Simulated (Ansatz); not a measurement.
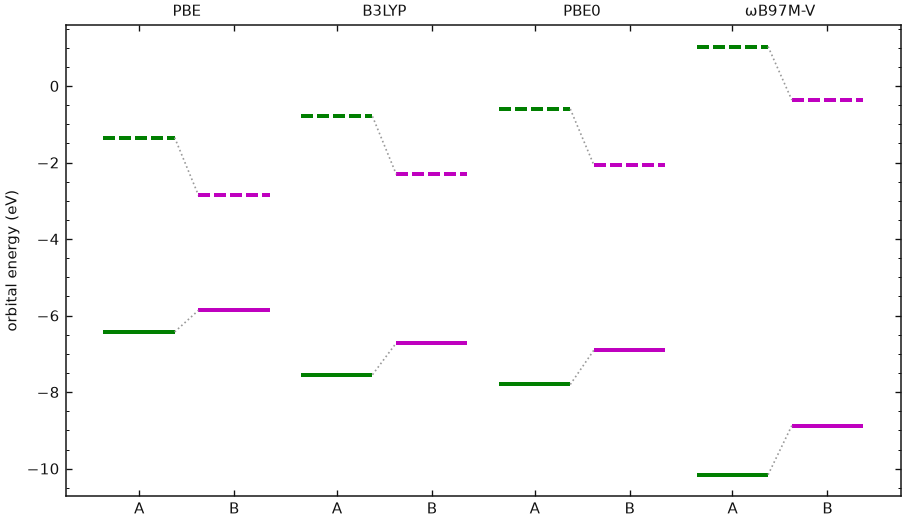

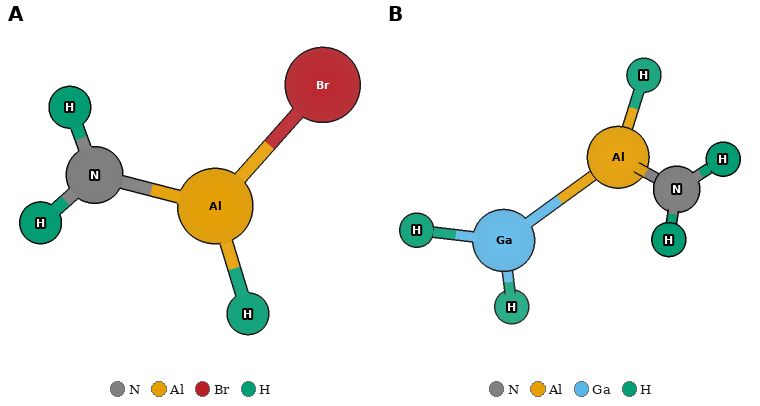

One change: A, AlNH₃Br (SMILES [NH2][AlH][Br]), becomes B, GaAlNH₅ (SMILES [NH2][AlH][GaH2]). Br on Al is replaced by GaH₂. HOMO (solid) and LUMO (dashed) computed in def2-TZVPP at PBE0-D4/def2-TZVP geometries, both minima by their frequencies, gas phase, the Ansatz code. Empty levels above zero depend strongly on the basis.

Q: What does the change do to HOMO and LUMO?

A: PBE: the HOMO rises by 0.56 eV, the LUMO falls by 1.50 eV, and the separation goes from 5.08 to 3.01 eV. B3LYP: the HOMO rises by 0.83 eV, the LUMO falls by 1.51 eV, and the separation goes from 6.75 to 4.41 eV. PBE0: the HOMO rises by 0.90 eV, the LUMO falls by 1.47 eV, and the separation goes from 7.20 to 4.82 eV. ωB97M-V: the HOMO rises by 1.28 eV, the LUMO falls by 1.40 eV, and the separation goes from 11.19 to 8.51 eV.

Q: Do the functionals agree on the effect?

A: They agree on the direction for both levels; the HOMO shift lies between 0.56 and 1.28 eV and the LUMO shift between −1.51 and −1.40 eV, while the separations themselves differ by up to 6.1 eV between functionals.
